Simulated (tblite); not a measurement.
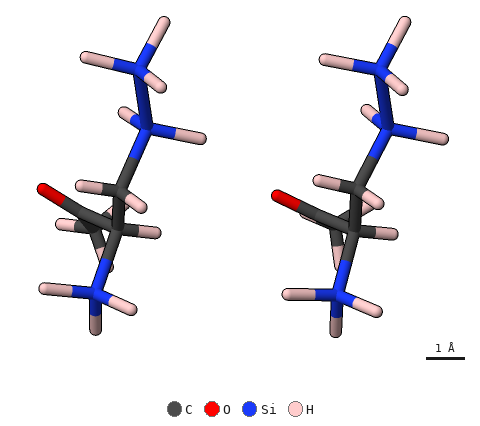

Two geometries of C4H14OSi3, drawn at one scale. One is the start of a relaxation, the other its converged end. A stick model, seen from a free direction.

Computed with tblite 0.8.0, GFN2-xTB geometry optimisation, gas phase. 

Which geometry has the lower energy?

The left one is the relaxed one. The energy falls by 3.89 kcal/mol in 83 geometry steps. An H atom moves most after the best rigid fit: 0.34 Å. Largest moves by element: H 0.34 Å, O 0.24 Å, C 0.11 Å, Si 0.10 Å. Among the contacts that change: C–C 1.536 → 1.492 Å, C–Si 1.887 → 1.923 Å, H–Si 1.483 → 1.459 Å, C–C 1.545 → 1.528 Å. Bond angles that change, for instance: Si–C–C 114.3° → 109.9°, C–C–Si 116.2° → 112.0°, Si–C–H 106.2° → 110.0°.
